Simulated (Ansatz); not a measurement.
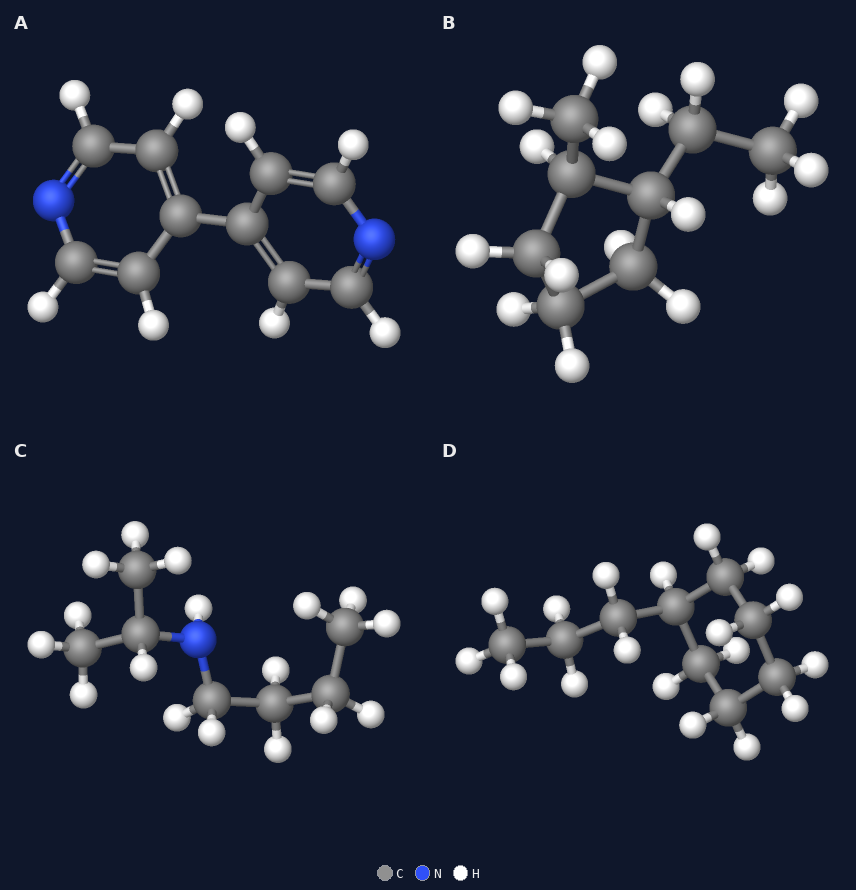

Simulated data, not a measurement (program: Ansatz).

### Match each picture to its SMILES.
(1) c1cc(-c2ccncc2)ccn1
(2) CCCCNC(C)C
(3) CCCC1CCCCC1
(4) CC[C@@H]1CCC[C@H]1C

A is (1), B is (4), C is (2), D is (3).
